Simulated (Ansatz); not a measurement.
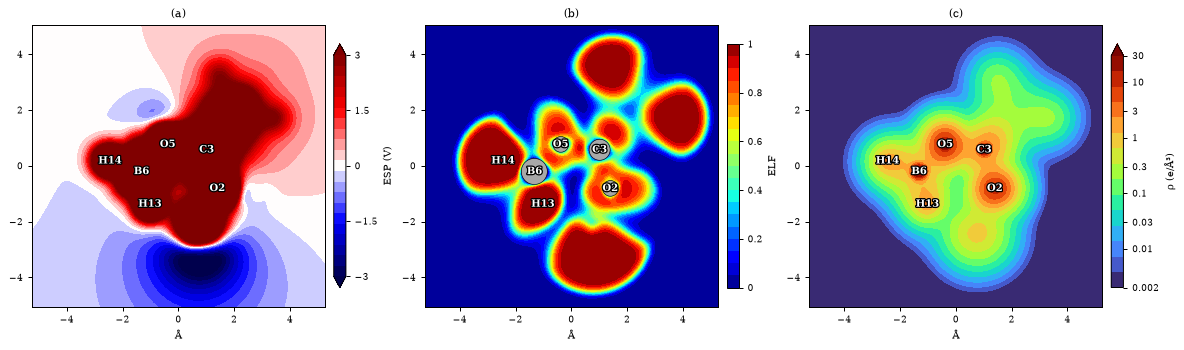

Figure. CH8B2O2Si. (a) electrostatic potential; (b) ELF; (c) total electron density on the plane of atoms O5, B6 and H14. Grey discs cover the atomic cores in the ELF map.

Method: RKS B3LYP/6-31G* (Ansatz).

```xyz
14

B    -1.9224   -0.3629    1.5205
O    -0.3429   -0.7166    0.9664
C     0.2020   -0.3225   -0.3401
Si    2.0413   -0.8624   -0.5256
O     0.0848    1.0663   -0.5584
B    -0.7461    1.9162    0.0988
H    -2.4390   -0.3938    0.3919
H     0.2216   -0.4593    1.7175
H    -0.4724   -0.8348   -1.0321
H     2.5935   -0.3602   -1.8055
H     2.1008   -2.3433   -0.4686
H     2.7702   -0.2761    0.6297
H    -1.3539    1.5612    1.0829
H    -0.7765    3.0351   -0.3134
```

What does the map show?

Answer. The plane passes through O, C, B and H nuclei. B–O (1.36 Å): ρ is about 2.1 e/Å³ halfway; the ELF peaks at about 0.90 between the atoms (a polar covalent bond). C–O (1.41 Å): ρ is about 2.1 e/Å³ halfway, with its minimum of 1.8 e/Å³ about 0.5 Å from C; the ELF peaks at about 0.90 between the atoms; a polar covalent bond. C–O (1.47 Å): ρ is about 1.8 e/Å³ halfway, with its minimum of 1.5 e/Å³ about 0.6 Å from C; the ELF peaks at about 0.85 between the atoms (a shared but strongly polarised pair). B–H (1.19 Å): ρ at the midpoint is about 1.3 e/Å³; the ELF climbs to about 1 towards the hydrogen, as it does in any bond to H; an ordinary covalent bond to hydrogen. The ELF also peaks beside B1, O2 and O5, away from the bonds: lone-pair regions. Outside the dense part of the molecule the potential is most negative (−3.7 V) near H7, which lies off the plane.
